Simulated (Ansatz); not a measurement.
**One shape, several levels: HS (SMILES [SH])**

Wanted: a comparison of 6 runs (UHF/3-21G, U-r2SCAN/3-21G, U-r2SCAN/cc-pVDZ, UB3LYP/cc-pVDZ, USVWN5/cc-pVDZ, UMP2/3-21G) of HS. 

Program for the calculation: Ansatz 0.2.0.

55 further runs of the same task are left out: 2 that didn't finish, 53 set aside as unsound or not needed.

### 1 Starting point

The species is HS (2 atoms), meant as a doublet with charge 0. SMILES: `[SH]`. The H2–S1 distance was set to 1.663 Å, away from the relaxed value.

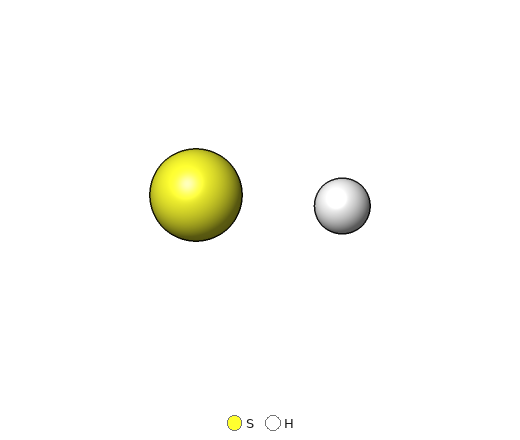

Viewed from a chosen angle; sulfur yellow, hydrogen white.

### 2 A single-point energy at UHF/3-21G (run 1)

in.yaml reads:

```yaml
basis:
  gaussian:
    orbitals: 3-21G.json
crystal:
  periodic: [false, false, false]
  atoms:
    - {symbol: S, position_ang: [0.852035, -0.278512, 0.438145]}
    - {symbol: H, position_ang: [-0.568010, 0.185670, -0.292090]}
magnetization:
  spin_polarized: true
  initial_magnetization: 1
hamiltonian:
  xc: hf
accuracy: high
```

The basis set 3-21G is read from a file made from the Basis Set Exchange's data (not shown).

Run with:

```bash
$ ansatz run in.yaml --threads 1 --pin off --max-ram 2610MiB --events-out events.jsonl --progress --plain --runs-dir runs
```

Standard output:

```text
Warning: RAYON_NUM_THREADS=1 ignored (pool sized by the plan → 1); use --threads N
Functional definition: HF
  name "HF"
  exchange = exact_x
  correlation = 0
269 factors; integrals over basis functions are off by at most 3.6e-9 eV
mean field evaluation 1: about -10777.9497 eV, gradient 4.9e0 eV
mean field evaluation 2: about -10777.9495 eV, gradient 4.9e0 eV
mean field evaluation 4: about -10778.2494 eV, gradient 5.4e-1 eV
mean field evaluation 8: about -10778.2730 eV, gradient 3.1e-2 eV
mean field evaluation 16: about -10778.2353 eV, gradient 1.8e0 eV
mean field -10778.27268218 eV, -396.0942152944 hartree, gradient 2.6e-8 eV, S^2 0.799443; 0 other end points of the search recorded, 0 dependent functions left out
reference -10778.27268218 eV, -396.0942152944 hartree; 9, 8 occupied and 6, 7 virtual orbitals, 269 factors
Total energy: -10778.27268218 eV, -396.0942152944 hartree
```

Run time: 0.08 s. Hardware: 1 thread of Arm Neoverse V2, shared host.

### 3 A single-point energy at U-r2SCAN/3-21G (run 2)

run.yaml reads:

```yaml
crystal:
  periodic: [false, false, false]
  atoms:
    - {symbol: S, position_ang: [0.852035, -0.278512, 0.438145]}
    - {symbol: H, position_ang: [-0.568010, 0.185670, -0.292090]}
basis:
  gaussian: {orbitals: 3-21G.json}
magnetization: {spin_polarized: true, initial_magnetization: 1}
hamiltonian: {xc: r2scan}
accuracy: high
```

The basis set 3-21G is read from a file made from the Basis Set Exchange's data (not shown).

Run with:

```bash
$ ansatz run run.yaml --threads 1 --pin off --max-ram 2610MiB --events-out events.jsonl --progress --plain --runs-dir runs
```

Standard output:

```text
Warning: RAYON_NUM_THREADS=1 ignored (pool sized by the plan → 1); use --threads N
Functional definition: r2SCAN
  name "r2SCAN"
  parameter k0 = 0.174
  parameter k1 = 0.065
  parameter a1 = 4.9479
  exchange = r2scan_x(k0 = k0, k1 = k1, a1 = a1)
  correlation = r2scan_c
269 factors; integrals over basis functions are off by at most 3.6e-9 eV
mean field evaluation 1: about -10794.2621 eV, gradient 5.2e0 eV
mean field evaluation 2: about -10794.0080 eV, gradient 7.7e0 eV
mean field evaluation 4: about -10794.4985 eV, gradient 1.1e-1 eV
mean field evaluation 8: about -10794.4951 eV, gradient 6.8e-3 eV
mean field evaluation 16: about -10794.4951 eV, gradient 1.2e-7 eV
mean field evaluation 32: about -10794.4951 eV, gradient 1.6e-8 eV
mean field -10794.49507651 eV, -396.6903772903 hartree, gradient 1.6e-8 eV, S^2 0.754127; 1 other end points of the search recorded, 0 dependent functions left out
reference -10794.49507722 eV, -396.6903773162 hartree; 9, 8 occupied and 6, 7 virtual orbitals, 269 factors
Total energy: -10794.49507722 eV, -396.6903773162 hartree
```

Run time: 2.2 s. Hardware: 1 thread of Arm Neoverse V2, shared host; peak memory 0.13 GiB.

Runs 3 to 5 aren't shown in full; the table further down has their settings and results.

### 4 A single-point energy at UMP2/3-21G (run 6)

input.yaml reads:

```yaml
crystal:
  periodic: [false, false, false]
  atoms:
    - symbol: S
      position_ang: [0.852035, -0.278512, 0.438145]
    - symbol: H
      position_ang: [-0.568010, 0.185670, -0.292090]
basis:
  gaussian:
    orbitals: 3-21G.json
magnetization:
  spin_polarized: true
  initial_magnetization: 1
correlation:
  method: mp2
  frozen_orbitals: {H: 0, S: 5}
accuracy: high
```

The basis set 3-21G is read from a file made from the Basis Set Exchange's data (not shown).

Run with:

```bash
$ ansatz run input.yaml --threads 1 --pin off --max-ram 2610MiB --events-out events.jsonl --progress --plain --runs-dir runs
```

Standard output:

```text
Warning: RAYON_NUM_THREADS=1 ignored (pool sized by the plan → 1); use --threads N
[... 4 set-up lines as earlier in the session ...]
269 factors; integrals over basis functions are off by at most 3.6e-9 eV
mean field evaluation 1: about -10777.9497 eV, gradient 4.9e0 eV
mean field evaluation 2: about -10777.9495 eV, gradient 4.9e0 eV
mean field evaluation 4: about -10778.2494 eV, gradient 5.4e-1 eV
mean field evaluation 8: about -10778.2730 eV, gradient 3.1e-2 eV
mean field evaluation 16: about -10778.0047 eV, gradient 5.1e0 eV
mean field -10778.27268218 eV, -396.0942152944 hartree, gradient 2.6e-8 eV, S^2 0.799443; 2 other end points of the search recorded, 0 dependent functions left out
5 core orbitals not correlated: weight in the atoms' cores, before any rotation towards them, 1.000 or more for the frozen orbitals, at most 0.000 for the correlated occupied ones
reference -10778.27268218 eV, -396.0942152944 hartree; 4, 3 occupied and 6, 7 virtual orbitals, 269 factors
second order -1.21195724 eV of doubles, -0.00000000 eV of singles
Total energy: -10779.48463942 eV, -396.1387539016 hartree
```

It took 0.1 s on 1 thread of Arm Neoverse V2, shared host.

### 5 The series

| run | level | frozen core orbitals | energy (Eh) | ⟨S²⟩ | wall time |
| --- | --- | --- | --- | --- | --- |
| 1 | UHF/3-21G | – | -396.094215 | 0.799 | 0.08 s |
| 2 | U-r2SCAN/3-21G | – | -396.690377 | 0.754 | 2.2 s |
| 3 | U-r2SCAN/cc-pVDZ | – | -398.687037 | 0.756 | 3.3 s |
| 4 | UB3LYP/cc-pVDZ | – | -398.736820 | 0.754 | 1.3 s |
| 5 | USVWN5/cc-pVDZ | – | -397.325028 | 0.752 | 0.97 s |
| 6 | UMP2/3-21G | 5 | -396.138754 | 0.799 | 0.1 s |

### 6 Outcome

| quantity | value |
| --- | --- |
| run 6: total energy | -396.13875 Eh |
| run 6: correlation energy (5 core orbitals frozen) | -44.5 mEh |
| run 6: ⟨S²⟩ of the reference determinant | 0.799 |

In words: Totals of different functionals can't be ranked against each other. All runs together took 8 s, the longest 3.3 s.
